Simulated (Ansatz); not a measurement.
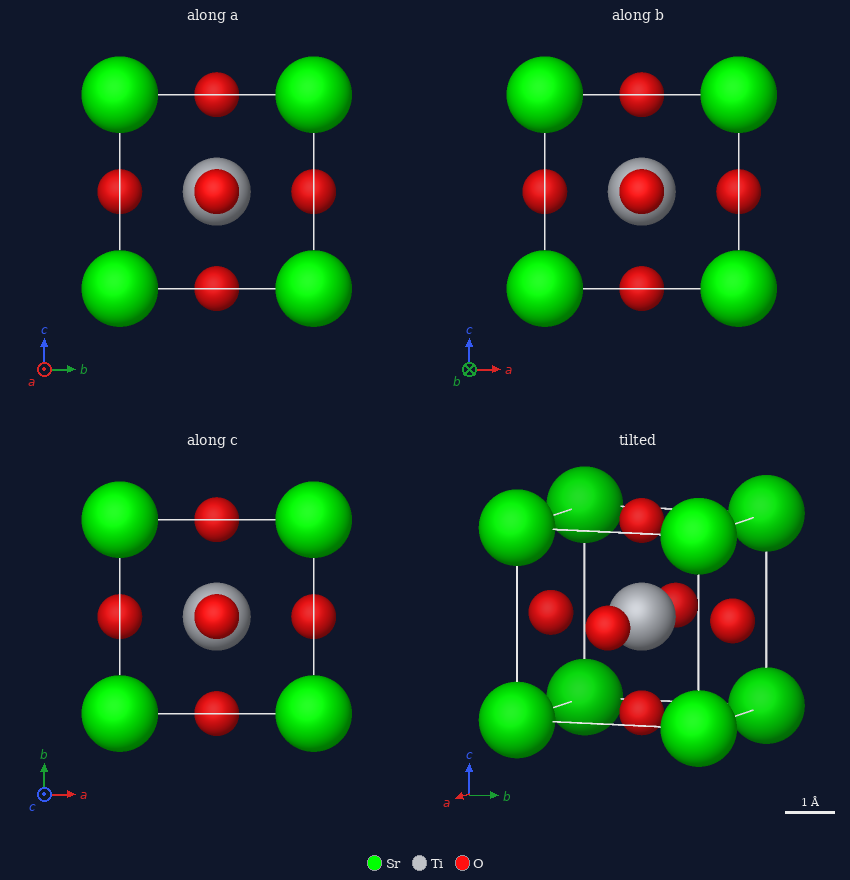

We look at a spheres-only model of the crystal along the a axis, along the b axis, along the c axis and slightly off an axis. One conventional unit cell is framed, with atoms on its boundary repeated.

Lattice parameters: a = 4.0200 Å, b = 4.0200 Å, c = 4.0200 Å, α = 90.000°, β = 90.000°, γ = 90.000°.

### Set out the cell and atoms as a CIF in P1 with every atom of the cell.

```cif
data_structure
_symmetry_space_group_name_H-M 'P 1'
_symmetry_Int_Tables_number 1
_cell_length_a 4.0200
_cell_length_b 4.0200
_cell_length_c 4.0200
_cell_angle_alpha 90.000
_cell_angle_beta 90.000
_cell_angle_gamma 90.000
_cell_volume 64.96
loop_
_atom_site_label
_atom_site_type_symbol
_atom_site_fract_x
_atom_site_fract_y
_atom_site_fract_z
_atom_site_occupancy
Sr1 Sr 0.0000 0.0000 0.0000 1
Ti1 Ti 0.5000 0.5000 0.5000 1
O1 O 0.5000 0.5000 0.0000 1
O2 O 0.5000 0.0000 0.5000 1
O3 O 0.0000 0.5000 0.5000 1
```

The structure was taken from a structure type filled with these elements by a generator (whether the compound takes this form wasn't checked). Earlier steps of the study may have refined or changed the cell and positions. Ansatz was used for an electronic-structure calculation on it.

At this level of theory the cell isn't at rest (stretched, at -13 GPa), so its distances can differ from those at equilibrium, the more so the softer the solid.
